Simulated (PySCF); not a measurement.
**Run report: Ca$_{2}$O, frequency calculation**

Ca$_{2}$O, multiplicity 3, computed with UKS-based B3LYP, O def2-TZVP, Ca def2-TZVP; non-relativistic Hamiltonian; density fitting (PySCF 2.14.0).

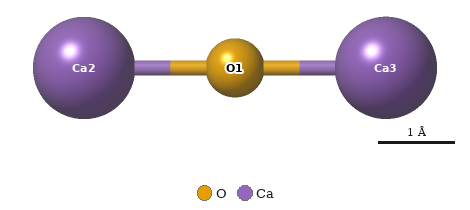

**Figure 1.** The structure (ball-and-stick view, seen on its broad side; atoms are numbered from 1 in the order of the input). Sticks mark near contacts. Bond lengths as drawn: Ca–O 2.00 Å.

## Results in brief

```json
{"quantity": "outcome", "value": "converged"}
{"quantity": "total energy", "value": "−1430.521815 hartree"}
{"quantity": "⟨S²⟩", "value": "2.000"}
{"quantity": "zero-point energy", "value": "0.002946 hartree"}
{"quantity": "dipole moment", "value": "0.00 D"}
{"quantity": "wavenumbers, lowest and highest", "value": "92 and 767 cm⁻¹"}
{"quantity": "hardware", "value": "4 threads of Intel Xeon @ 2.50GHz (Skylake/Cascade Lake), 189 GiB of memory available, shared host"}
{"quantity": "wall time", "value": "32 s (CPU time 1.8 min)"}
{"quantity": "peak memory", "value": "0.91 GiB"}
```

## Input file
```python
from pyscf import gto, scf, dft
mol = gto.M(atom='''
O      0.000000     0.000000    -0.000000
Ca    -0.000000    -0.000000     1.998541
Ca     0.000000     0.000000    -1.998541''',
    basis={'O': 'def2-TZVP', 'Ca': 'def2-TZVP'},
    charge=0, spin=2)
mf = dft.UKS(mol, xc='B3LYP')
mf.grids.atom_grid = (75, 302)
aux = {'O': 'def2-universal-JKFIT', 'Ca': 'def2-universal-JKFIT'}
mf = mf.density_fit(auxbasis=aux)
mf.conv_tol = 1e-09
mf.diis_space = 10
mf.max_cycle = 60
mf.verbose = 4
mf.kernel()
```

The script is an equivalent of the set-up of the self-consistent field. The run itself was carried out by a driver, which started from the orbitals of the step before it where there was one and computed the further properties.

Launched with:
```bash
OMP_NUM_THREADS=4 python axn.py task.json out
```

## The program's output
```
init E= -1430.52181465386
  alpha nocc = 25  HOMO = -0.123568746904831  LUMO = -0.0136082536228846
  beta  nocc = 23  HOMO = -0.244067864124674  LUMO = -0.0758635847737069
  HOMO = -0.123568746905  LUMO = -0.0758635847737  gap/eV = 1.29812
cycle= 1 E= -1430.52181465386  delta_E= 1.59e-12  |g|= 4.86e-07  |ddm|= 1.36e-06
  alpha nocc = 25  HOMO = -0.12356875372024  LUMO = -0.0136082446105434
  beta  nocc = 23  HOMO = -0.244067602668888  LUMO = -0.07586357734279
  HOMO = -0.12356875372  LUMO = -0.0758635773428  gap/eV = 1.29812
Extra cycle  E= -1430.52181465385  delta_E= 6.82e-13  |g|= 1.16e-06  |ddm|= 1.03e-06
converged SCF energy = -1430.52181465385  <S^2> = 2.0002065  2S+1 = 3.0001376
```

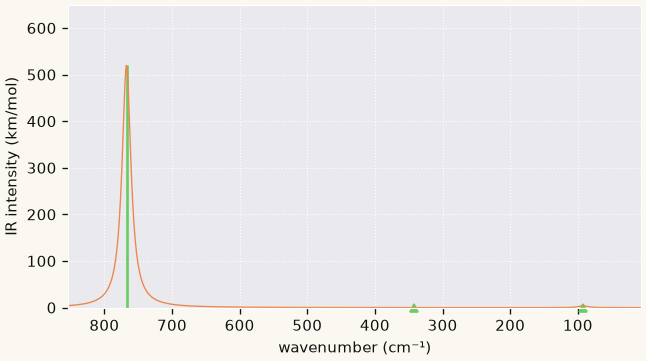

**Figure 2.** Harmonic infrared spectrum, unscaled: sticks (degenerate modes added up, dark ones marked on the axis) with a Lorentzian envelope of 16 cm⁻¹ full width, scaled to the tallest stick. 4 modes from 92 to 767 cm⁻¹, none imaginary. The strongest line is at 767 cm⁻¹ (520 km/mol). All modes, in cm⁻¹ (km/mol): 92 (2.1), 92 (2.1), 342 (0.0), 767 (520).
